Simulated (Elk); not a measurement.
# GdCu2Pb2: moments or none

Wanted: the moments of GdCu2Pb2 and the energy gained by spin polarisation.

Calculated with Elk 11.2.3 (patched build); LDA (Perdew-Wang); all-electron APW+lo, Dirac cores, scalar-relativistic bands.

**1. Set-up**

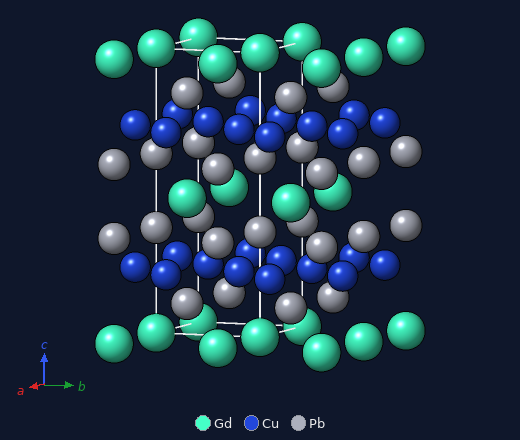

Start, viewed slightly off an axis; gadolinium teal, copper blue, lead light grey. 2×2×1 cells are drawn. This picture shows the conventional cell, with its axes. Some periodic images of atoms are drawn too.

The cell is a made-up one and need not be a known phase.

**2. Order 1, typed as ferro +**

The parallel start comes first: it fits the smallest cell, keeps the most symmetry and shows whether parallel moments form.

Moments are seeded by fields in the spheres (the last three columns under atoms), set against the wanted direction and reduced each loop.

The input, elk.in:

```
tasks
  0

xctype
  3

rgkmax
  7.0

nempty
  8

swidth
  0.008

reducebf
  0.6

epsengy
  1e-05

maxscl
  100

lmaxi
  3

spinpol
  .true.

sppath
  './'

avec
  -3.91334690409 3.91334690409 9.99733150068
  3.91334690409 -3.91334690409 9.99733150068
  3.91334690409 3.91334690409 -9.99733150068

atoms
  3
  'Gd.in'
  1
  0.0000000000 0.0000000000 0.0000000000   0.000000 0.000000 -0.500000
  'Cu.in'
  2
  0.2500000000 0.7500000000 0.5000000000   0.000000 0.000000 0.000000
  0.7500000000 0.2500000000 0.5000000000   0.000000 0.000000 0.000000
  'Pb.in'
  2
  0.3700527700 0.3700527700 0.0000000000   0.000000 0.000000 0.000000
  0.6299472300 0.6299472300 0.0000000000   0.000000 0.000000 0.000000

ngridk
  8 8 8
```

Started as:

```
OMP_NUM_THREADS=4 elk
```

Numbers of over 12 decimals in the logs are rounded to 6 here.

The program printed:

```text
Warning(init1): few empty states an atom for a second variation :    8.000000000
 they are its basis, with spin, DFT+U, afieldc (12 by default), in Hartree-Fock and RDMFT; 30 and more for pressures
Warning(gndstate): the lowest level lies among the core levels :   -2.233481223      -2.418413224
 is it the species file's wish, or a core state in the basis a second time?
Warning(gndstate): core states of species 2 leak from the muffin-tin :   0.9090785887E-03
Warning(gndstate): core states of species 3 leak from the muffin-tin :   0.6545177436E-02

--- INFO.OUT ---
┌─────────────────────────┐
│ Elk code version 11.2.3 │
└─────────────────────────┘

All units are atomic (Hartree, Bohr, etc.)

┌─────────────────────────────────────────────────┐
│ Ground-state run starting from atomic densities │
└─────────────────────────────────────────────────┘

Lattice vectors :
  -3.913346904       3.913346904       9.997331501
   3.913346904      -3.913346904       9.997331501
   3.913346904       3.913346904      -9.997331501

Reciprocal lattice vectors :
 -0.3313730525E-16  0.8027892059      0.3142431211
  0.8027892059     -0.3313730525E-16  0.3142431211
  0.8027892059      0.8027892059     -0.4163577594E-17

Unit cell volume      :    612.4078950
Brillouin zone volume :   0.4050408485

Muffin-tin inner radius fraction :   0.1000000000E-01

Nuclei treated as point charges

Species : 1 (Gd)
 parameters loaded from : Gd.in
 name : gadolinium
 nuclear charge    :   -64.00000000
 electronic charge :    64.00000000
 atomic mass :    286649.2145
 muffin-tin radius :    2.800000000
 number of radial points in muffin-tin :    697
 inner part over the whole radius :   0.9876862568E-02
 number on inner part of muffin-tin    :    499
 approximate nuclear radius :   0.9600684756E-04
 number of mesh points to nuclear radius :    256
 atomic positions (lattice), magnetic fields (Cartesian) :
  1 :   0.00000000  0.00000000  0.00000000    0.00000000  0.00000000 -0.50000000

Species : 2 (Cu)
 parameters loaded from : Cu.in
 name : copper
 nuclear charge    :   -29.00000000
 electronic charge :    29.00000000
 atomic mass :    115837.2717
 muffin-tin radius :    2.095795567
 number of radial points in muffin-tin :    497
 inner part over the whole radius :   0.9978062325E-02
 number on inner part of muffin-tin    :    350
 approximate nuclear radius :   0.7406004541E-04
 number of mesh points to nuclear radius :    170
 atomic positions (lattice), magnetic fields (Cartesian) :
  1 :   0.25000000 -0.25000000  0.50000000    0.00000000  0.00000000  0.00000000
  2 :  -0.25000000  0.25000000  0.50000000    0.00000000  0.00000000  0.00000000

Species : 3 (Pb)
 parameters loaded from : Pb.in
 name : lead
 nuclear charge    :   -82.00000000
 electronic charge :    82.00000000
 atomic mass :    377702.4943
 muffin-tin radius :    2.445094828
 number of radial points in muffin-tin :    697
 inner part over the whole radius :   0.9909558520E-02
 number on inner part of muffin-tin    :    499
 approximate nuclear radius :   0.1047603524E-03
 number of mesh points to nuclear radius :    265
 atomic positions (lattice), magnetic fields (Cartesian) :
  1 :   0.37005277  0.37005277  0.00000000    0.00000000  0.00000000  0.00000000
  2 :  -0.37005277 -0.37005277  0.00000000    0.00000000  0.00000000  0.00000000

Total number of atoms per unit cell :    5
Total muffin-tin volume :    291.5352617
 ratio of muffin-tin to unit cell volume :   0.4760475233

Spin treatment :
 spin-polarised
 global magnetic field (Cartesian) :    0.000000000       0.000000000       0.000000000
 collinear magnetisation in z-direction

Number of Bravais lattice symmetries :   16
Number of crystal symmetries         :   16
Crystal has inversion symmetry
Real symmetric eigensolver will be used

k-point grid :      8     8     8
k-point offset :    0.000000000       0.000000000       0.000000000
k-point set is reduced with full crystal symmetry group
Total number of k-points :       59

Muffin-tin radius times maximum |G+k| :    7.000000000
 using average radius
Maximum |G+k| for APW functions       :    2.945686393
Maximum (1/2)|G+k|²                   :    4.338534163
Maximum |G| for potential and density :    12.00000000
Constant for pseudocharge density :    8
 order of it for each species :   15  15  15
 order of it for pair densities of each species (exact exchange by exxq0 0: 15) :   14   6  10
Radial integration step length :    1

G-vector grid sizes :     45    45    45
Number of G-vectors :    17803

Maximum angular momentum used for
 APW functions            :    8
 outer part of muffin-tin :    6
 inner part of muffin-tin :    3

Total nuclear charge    :   -286.0000000
Total core charge       :    206.0000000
Total valence charge    :    80.00000000
Total excess charge     :    0.000000000
Total electronic charge :    286.0000000

Effective Wigner radius, rₛ :   0.7995802276

Number of empty states         :     40
Total number of valence states :    162
Total number of core states    :    206

Third-order local-orbitals added for an l without core states : T
Total number of local-orbitals :    108

Exchange-correlation functional :      3     0     0
 Perdew-Wang/Ceperley-Alder, Phys. Rev. B 45, 13244 (1992)
 gradient requirement :    0
 local density approximation (LDA)

Smearing type :    3
 Fermi-Dirac
Smearing width :   0.8000000000E-02
Effective electronic temperature (K) :    2526.200198

Mixing type :    3
 Broyden mixing, J. Phys. A: Math. Gen. 17, L317 (1984)

Kohn-Sham potential initialised from atomic data

┌──────────────────────────────┐
│ Self-consistent loop started │
└──────────────────────────────┘

┌─────────────────┐
│ Loop number : 1 │
└─────────────────┘

Energies :
 Fermi                       :     0.215673
 sum of occupied eigenvalues :     -34699.965770351
 electron kinetic            :      64375.834950483
 core electron kinetic       :      63499.750086775
 Coulomb                     :     -119646.09758265
 Coulomb potential           :     -97421.456610125
 nuclear-nuclear             :     -5134.8289788419
 electron-nuclear            :     -131714.10987970
 Hartree                     :      17202.841275893
 Madelung                    :     -70935.369277585
 xc potential                :     -1654.1291293069
 xc effective B-field        :    -0.85843923043145E-01
 external B-field            :      0.000000
 exchange                    :     -1103.3861008126
 correlation                 :     -28.808033963755
 electron entropic           :    -0.63211126761070E-01
 total energy                :     -56402.519978067
 (external B-field energy excluded from total)

[...]
total moment                :    2.716592440

┌─────────────────┐
│ Loop number : 2 │
└─────────────────┘

Energies :
 Fermi                       :     0.231283
 sum of occupied eigenvalues :     -34698.701810880
 electron kinetic            :      64348.035789675
 core electron kinetic       :      63502.562339434
 Coulomb                     :     -119626.86922139
 Coulomb potential           :     -97500.731817228
 nuclear-nuclear             :     -5134.8289788419
 electron-nuclear            :     -131596.71306269
 Hartree                     :      17104.672820134
 Madelung                    :     -70876.503312780
 xc potential                :     -1545.5688562005
 xc effective B-field        :    -0.365772
 external B-field            :      0.000000
 exchange                    :     -1101.8500592496
 correlation                 :     -28.758658320290
 electron entropic           :    -0.45617012633182E-01
 total energy                :     -56409.487766302
 (external B-field energy excluded from total)

Density of states at Fermi energy :    225.7625909
 (states/Hartree/unit cell)

Estimated indirect band gap :   0.2229327429E-03
 from k-point 29 to k-point 58
Estimated direct band gap   :   0.1074427351E-02
 at k-point 29

Charges :
 core                        :    206.0000000
 valence                     :    80.00000000
 interstitial                :    9.094217278
 muffin-tins (core leakage)
  species : 1 (Gd)
   atom 1                    :    63.58859692     (  0.5891906532E-05)
  species : 2 (Cu)
   atom 1                    :    26.82245205     (  0.9946390351E-03)
   atom 2                    :    26.82245205     (  0.9946390351E-03)
  species : 3 (Pb)
   atom 1                    :    79.83614085     (  0.6973787358E-02)
   atom 2                    :    79.83614085     (  0.6973787358E-02)
 total in muffin-tins        :    276.9057827
 total calculated charge     :    285.9828212
 total charge                :    286.0000000
 error                       :   0.1717878969E-01

Moments :
 interstitial                :   0.7026703875E-01
 muffin-tins
  species : 1 (Gd)
   atom 1                    :    5.424930954
  species : 2 (Cu)
   atom 1                    :   0.7781214318E-02
   atom 2                    :   0.7781214318E-02
  species : 3 (Pb)
   atom 1                    :  -0.9387972653E-02
   atom 2                    :  -0.9387972653E-02
 total in muffin-tins        :    5.421717437
 total moment                :    5.491984476

RMS change in Kohn-Sham potential (target) :    1.000556488     (  0.1000000000E-05)
Absolute change in total energy (target)   :    6.967788235     (  0.1000000000E-04)

[... loops 3 to 25 left out ...]

┌──────────────────┐
│ Loop number : 26 │
└──────────────────┘

Energies :
 Fermi                       :     0.362137
 sum of occupied eigenvalues :     -34674.218452618
 electron kinetic            :      64350.913358813
 core electron kinetic       :      63504.266487312
 Coulomb                     :     -119632.27295621
 Coulomb potential           :     -97523.743516472
 nuclear-nuclear             :     -5134.8289788419
 electron-nuclear            :     -131584.55628244
 Hartree                     :      17087.112305074
 Madelung                    :     -70870.401197972
 xc potential                :     -1500.7980185868
 xc effective B-field        :    -0.590276
 external B-field            :      0.000000
 exchange                    :     -1102.5300207594
 correlation                 :     -28.765859951208
 electron entropic           :    -0.15344330392676E-01
 total energy                :     -56412.670822436
 (external B-field energy excluded from total)

Density of states at Fermi energy :    63.16853403
 (states/Hartree/unit cell)

Estimated indirect band gap :   0.1989713934E-02
 from k-point 8 to k-point 5
Estimated direct band gap   :   0.3582558646E-02
 at k-point 8

Charges :
 core                        :    206.0000000
 valence                     :    80.00000000
 interstitial                :    8.691600048
 muffin-tins (core leakage)
  species : 1 (Gd)
   atom 1                    :    62.13532447     (  0.5985896642E-05)
  species : 2 (Cu)
   atom 1                    :    27.71275414     (  0.9090785899E-03)
   atom 2                    :    27.71275414     (  0.9090785899E-03)
  species : 3 (Pb)
   atom 1                    :    79.87378360     (  0.6545177442E-02)
   atom 2                    :    79.87378360     (  0.6545177442E-02)
 total in muffin-tins        :    277.3084000
 total calculated charge     :    285.9838333
 total charge                :    286.0000000
 error                       :   0.1616667542E-01

Moments :
 interstitial                :   0.8196263427E-01
 muffin-tins
  species : 1 (Gd)
   atom 1                    :    6.794689415
  species : 2 (Cu)
   atom 1                    :  -0.9395822805E-02
   atom 2                    :  -0.9395822805E-02
  species : 3 (Pb)
   atom 1                    :  -0.1549817801E-01
   atom 2                    :  -0.1549817801E-01
 total in muffin-tins        :    6.744901413
 total moment                :    6.826864047

RMS change in Kohn-Sham potential (target) :   0.1563870104E-07 (  0.1000000000E-05)
Absolute change in total energy (target)   :   0.2827815479E-05 (  0.1000000000E-04)

Convergence targets achieved

┌──────────────────┐
│ Loop number : 27 │
└──────────────────┘

Energies :
 Fermi                       :     0.362137
 sum of occupied eigenvalues :     -34674.218451920
 electron kinetic            :      64350.913359059
 core electron kinetic       :      63504.266487872
 Coulomb                     :     -119632.27295567
 Coulomb potential           :     -97523.743516892
 nuclear-nuclear             :     -5134.8289788419
 electron-nuclear            :     -131584.55628094
 Hartree                     :      17087.112304117
 Madelung                    :     -70870.401197223
 xc potential                :     -1500.7980177469
 xc effective B-field        :    -0.590276
 external B-field            :      0.000000
 exchange                    :     -1102.5300207362
 correlation                 :     -28.765859952397
 electron entropic           :    -0.15344330862263E-01
 total energy                :     -56412.670821629
 (external B-field energy excluded from total)

Density of states at Fermi energy :    63.16853607
 (states/Hartree/unit cell)

Estimated indirect band gap :   0.1989710505E-02
 from k-point 8 to k-point 5
Estimated direct band gap   :   0.3582548503E-02
 at k-point 8

Charges :
 core                        :    206.0000000
 valence                     :    80.00000000
 interstitial                :    8.691600045
 muffin-tins (core leakage)
  species : 1 (Gd)
   atom 1                    :    62.13532443     (  0.5985898092E-05)
  species : 2 (Cu)
   atom 1                    :    27.71275416     (  0.9090785887E-03)
   atom 2                    :    27.71275416     (  0.9090785887E-03)
  species : 3 (Pb)
   atom 1                    :    79.87378360     (  0.6545177436E-02)
   atom 2                    :    79.87378360     (  0.6545177436E-02)
 total in muffin-tins        :    277.3084000
 total calculated charge     :    285.9838333
 total charge                :    286.0000000
 error                       :   0.1616667541E-01

Moments :
 interstitial                :   0.8196252981E-01
 muffin-tins
  species : 1 (Gd)
   atom 1                    :    6.794689230
  species : 2 (Cu)
   atom 1                    :  -0.9395801202E-02
   atom 2                    :  -0.9395801202E-02
  species : 3 (Pb)
   atom 1                    :  -0.1549816059E-01
   atom 2                    :  -0.1549816059E-01
 total in muffin-tins        :    6.744901306
 total moment                :    6.826863836

┌──────────────────────────────┐
│ Self-consistent loop stopped │
└──────────────────────────────┘

Warning : the lowest level lies among the core levels :   -2.233481223      -2.418413224

Warning : core states of species 2 leak from the muffin-tin :   0.9090785887E-03

Warning : core states of species 3 leak from the muffin-tin :   0.6545177436E-02

Wrote STATE.OUT
```

The job ended after 6.7 min (4 threads of Arm Neoverse V1, shared host; peak memory 0.51 GiB; 26 min of CPU time).

Spin moment in the muffin-tin sphere by atom:

```csv
atom,spin moment in the muffin-tin sphere (μB)
Gd1,6.79
Cu2,-0.01
Cu3,-0.01
Pb4,-0.02
Pb5,-0.02
```

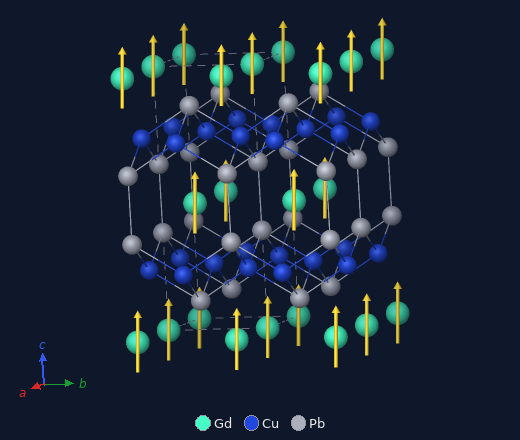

Spin moment in the muffin-tin sphere as arrows, the longest 6.79 μB. Up and down stand for the sign. Arrows give size and sign along the axis of quantisation, drawn up and down the page. 2×2×1 conventional cells are drawn. Some periodic images of atoms are drawn too.

This step gave:

```
density of states at the Fermi level : 2.321 states/eV/cell
moment between the spheres           : 0.08196 μB
magnetization                        : 6.827 μB
final state                          : ferromagnetic
```

After 27 cycles the largest moment stands at 6.79 μB.

(Continued in part 2 of 2.)

[Logs and program files are shortened in this print: banners, set-up blocks, solver, clock and traceback lines can be left out without a mark of their own.]

[Logs are printed without paths, hosts, clocks, repeated set-up lines and the standing remarks that a program may print on its own settings, such as how far it seeks lower states.]

[Hosts, paths, dates, database ids (printed as entryN), source tags and the programs' standing remarks are cut or masked in the printed files.]

[Where a cell is said to come from a database of computed structures, the database is the Materials Project.]
